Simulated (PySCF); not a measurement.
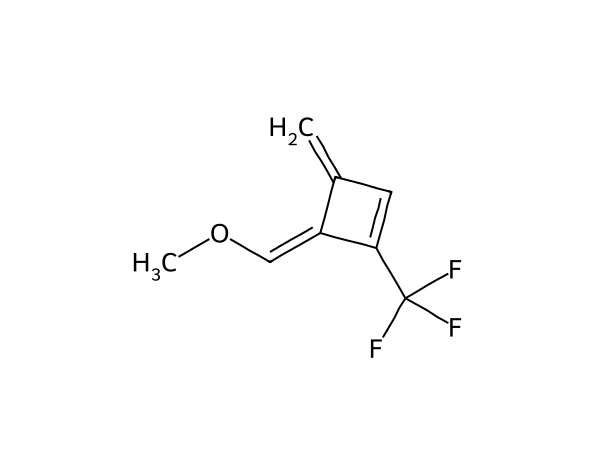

Question: Transcribe the drawing into SMILES.

Answer: C=C1C=C(C(F)(F)F)/C1=C/OC

Question: What is the molecular formula?

Answer: C8H7F3O.

The parts below concern this one geometry. Atoms keep their numbers from picture to picture. The geometry was computed by an optimisation with PBE0-D3(BJ)/def2-SVP. No frequency run is at hand to confirm it as a minimum.

### Shape

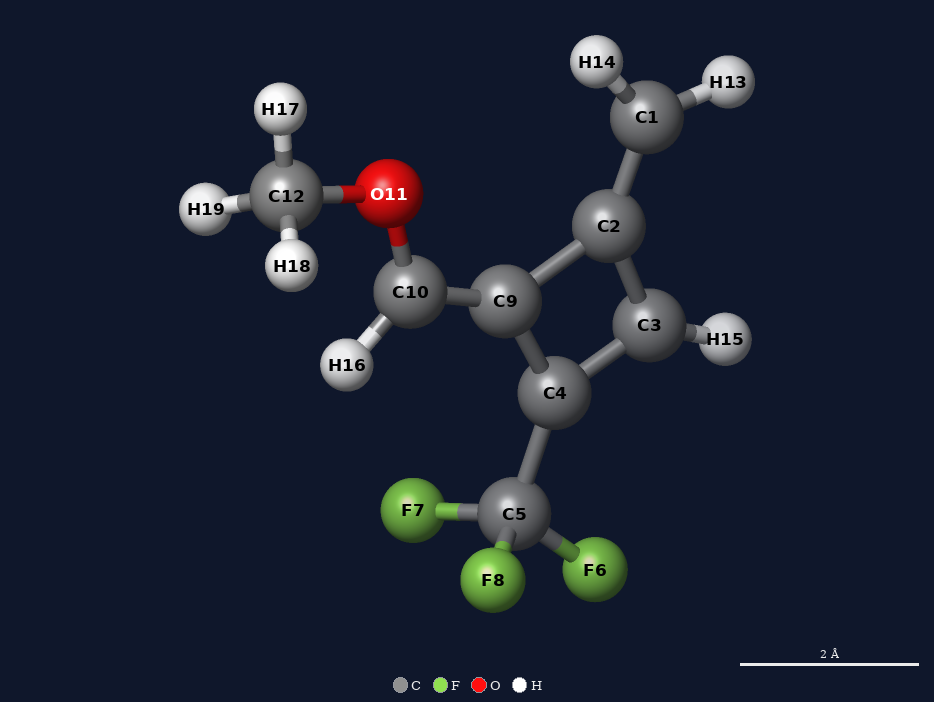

Numbered structure. No frequency run is at hand to confirm it as a minimum.

Give the bond lengths. Leave out bonds to hydrogen.

| bond | length (Å) | order |
| --- | --- | --- |
| C1–C2 | 1.334 | double |
| C2–C3 | 1.484 | single |
| C2–C9 | 1.497 | single |
| C3–C4 | 1.362 | double |
| C4–C5 | 1.486 | single |
| C4–C9 | 1.472 | single |
| C5–F6 | 1.332 | single |
| C5–F7 | 1.338 | single |
| C5–F8 | 1.339 | single |
| C9–C10 | 1.338 | double |
| C10–O11 | 1.342 | single |
| O11–C12 | 1.404 | single |

### Ring current

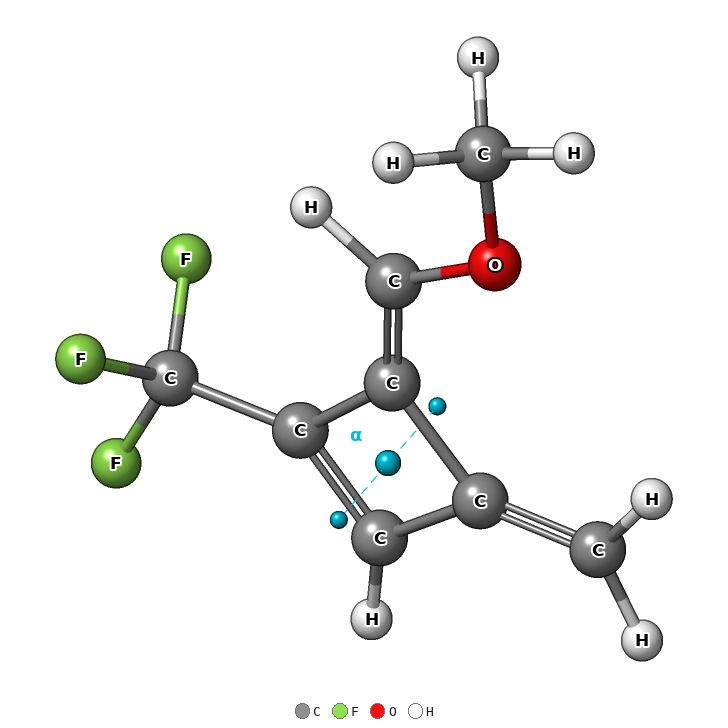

The small points mark where nucleus-independent chemical shifts (NICS) were computed: at the centre of each lettered ring and 1 Å above and below it. No frequency run is at hand to confirm it as a minimum. Level of theory: GIAO PBE0/pcSseg-1 NMR shielding, non-relativistic, IEF-PCM chloroform (PySCF 2.14.0).

Give NICS(0), NICS(1) and the out-of-plane component NICS(1)zz for each ring (means of the two sides).

```
ring  members  NICS(0)  NICS(1)  NICS(1)zz
   α       C4      1.8     −1.9        4.8
```

Values in ppm.

### NMR shielding

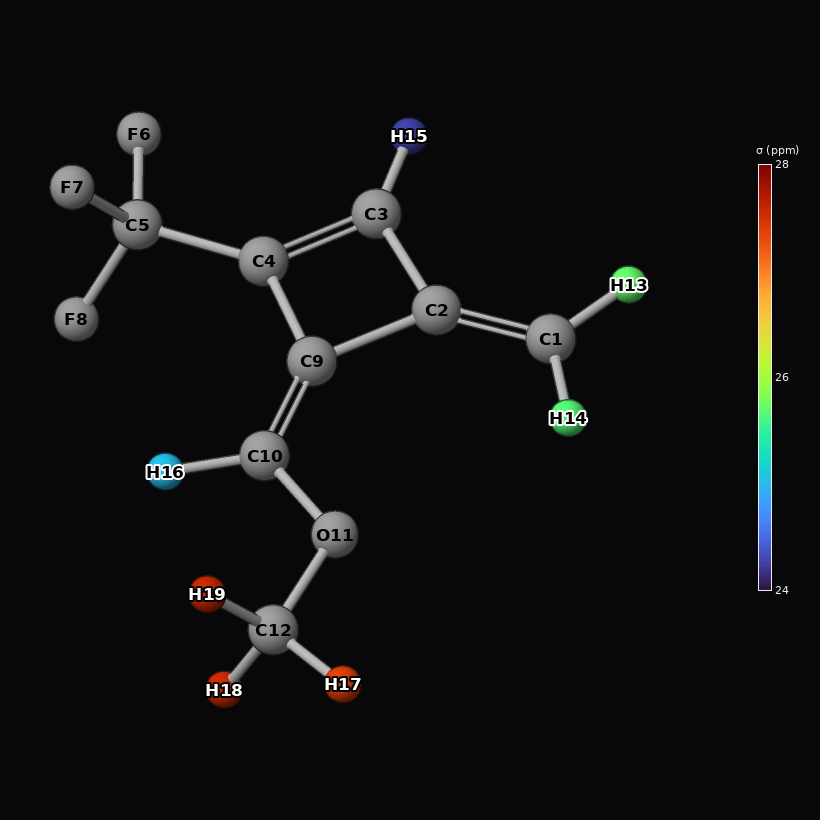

Atoms are coloured by their isotropic NMR shieldings (H only, the others grey). No frequency run is at hand to confirm it as a minimum. Level of theory: GIAO PBE0/pcSseg-1 NMR shielding, non-relativistic, IEF-PCM chloroform (PySCF 2.14.0).

Question: Which H atom is the most shielded (lowest chemical shift)?

Answer: H19 (27.56 ppm).

Question: Which H atom is the least shielded (highest chemical shift)?

Answer: H15 (24.27 ppm).

Question: How wide is the range of H shifts?

Answer: 3.29 ppm.

Give the isotropic NMR shieldings of the H atoms atom by atom.

```csv
atom,σ (ppm)
H13,25.73
H14,25.66
H15,24.27
H16,25.02
H17,27.37
H18,27.54
H19,27.56
```

### Electronic properties

No frequency run is at hand to confirm it as a minimum. Level of theory: PBE0/pcSseg-1 in acetonitrile (IEF-PCM) (PySCF 2.14.0).

Question: Give the HOMO energy (Kohn–Sham orbital) at this level.

Answer: −6.30 eV.

Question: What is the dipole moment?

Answer: 2.98 D.

Question: Give the LUMO energy (Kohn–Sham orbital) at this level.

Answer: −1.42 eV.

### Quadrupole coupling

No frequency run is at hand to confirm it as a minimum. Electric field gradients from the ground-state density, PBE0/pcSseg-1 in acetonitrile (IEF-PCM) (PySCF 2.14.0), non-relativistic apart from any core potentials.

Give the largest field-gradient component, the quadrupole coupling constant and the asymmetry for 17O at O11 (Q = −25.6 mb), 2H at H13 (Q = 2.86 mb), 2H at H14 (Q = 2.86 mb).

| atom | V_zz (a.u.) | e²qQ/h (MHz) | η |
| --- | --- | --- | --- |
| O11 | 1.868 | −11.24 | 0.65 |
| H13 | 0.305 | 0.205 | 0.05 |
| H14 | 0.306 | 0.206 | 0.04 |
